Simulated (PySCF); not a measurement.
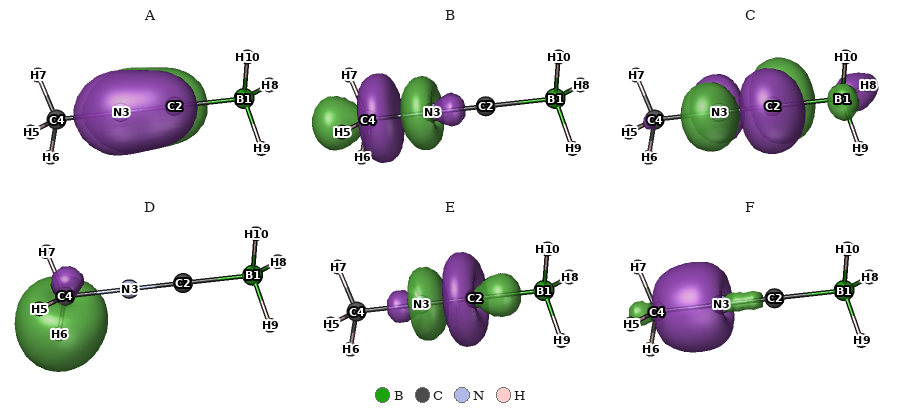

*B(CNMe)H3 (C2H6BN). Intrinsic bond orbitals (IBO), occupied and valence-virtual; each surface holds about 85 % of the orbital's density. Energies are diagonal elements of the Fock matrix.*

Method: TPSS/def2-SVPD; geometry: GFN2-xTB; program: PySCF. No frequency check shows the geometry to be a minimum.

> Name the orbitals, with their atomic make-up and energies.

By panel:
- A: π bond N3–C2 (N3 67 %, C2 31 %; −10.1 eV)
- B: σ* orbital C4–N3 (C4 61 %, N3 39 %; 7.8 eV)
- C: π* orbital C2–N3 (C2 61 %, N3 32 %, B1 4 %; 0.7 eV)
- D: σ bond C4–H6 (C4 58 %, H6 41 %; −13.7 eV)
- E: σ* orbital C2–N3 (C2 57 %, N3 42 %; 19.8 eV)
- F: σ bond N3–C4 (N3 61 %, C4 39 %; −19.3 eV)

> Which has the smallest and which the largest spatial spread?

Smallest: F (0.72 Å); largest: C (1.24 Å).
